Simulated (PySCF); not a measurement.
Vertical excitations of a molecule C₂H₅F₂NSi from PySCF 2.14.0 with TDA-PBE/def2-SVPD, as energy in eV (oscillator strength): 4.15 (0.003), 5.96 (0.000), 6.19 (0.000), 6.40 (0.069), 6.68 (0.001), 7.02 (0.124), 7.20 (0.002), 7.28 (0.181), 7.43 (0.033), 7.51 (0.209). Lowest triplet (TDA): 3.28 eV. Geometry: r2SCAN-D4/def2-SVP. Other conformers were not sampled.

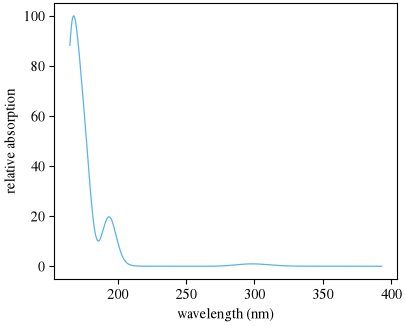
Fig. 1. The lines broadened by 0.4 eV.

Which molecule gave these data?
(A) FC/N=C/[SiH2]F
(B) C/N=C/[SiH](F)F
(C) FC(F)/C=N/[SiH3]
(D) C=C[Si](N)(F)F

B, C/N=C/[SiH](F)F
